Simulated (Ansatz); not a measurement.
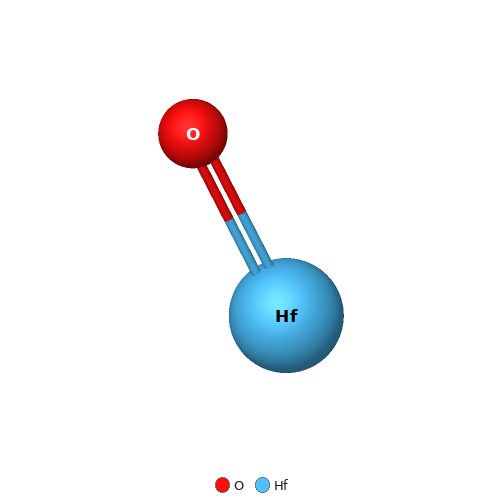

The species is neutral and a spin singlet. Sticks follow a distance rule. Harmonic vibrations computed with RKS PBE0-D4/def2-TZVP, core potentials on Hf (Ansatz 0.2.0) at a stationary point of the same level. Other spin states may lie lower.

Q: How many imaginary frequencies does it have?

A: A minimum: no imaginary frequency, and the lowest mode lies at 1000 cm⁻¹.

Q: How many vibrational modes are there, and where do they lie?

A: 1 modes: 1000 cm⁻¹.
